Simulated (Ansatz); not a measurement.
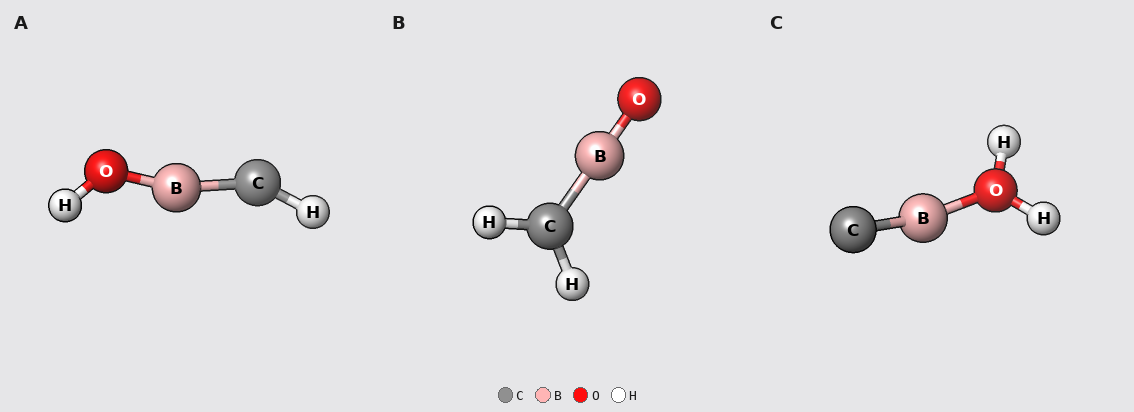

3 stationary structures of one formula. The species has charge +1 and is a spin singlet. Geometries: PBE-D4/def2-SVP. Electronic energies: PBE-D4/def2-SVP (Ansatz 0.2.0), without zero-point energy. No frequency run is at hand to confirm each as a minimum.

Rank them by energy, lowest first.

B is lowest; A lies 125.9 kJ/mol above it, C lies 473.7 kJ/mol above it (Cs).
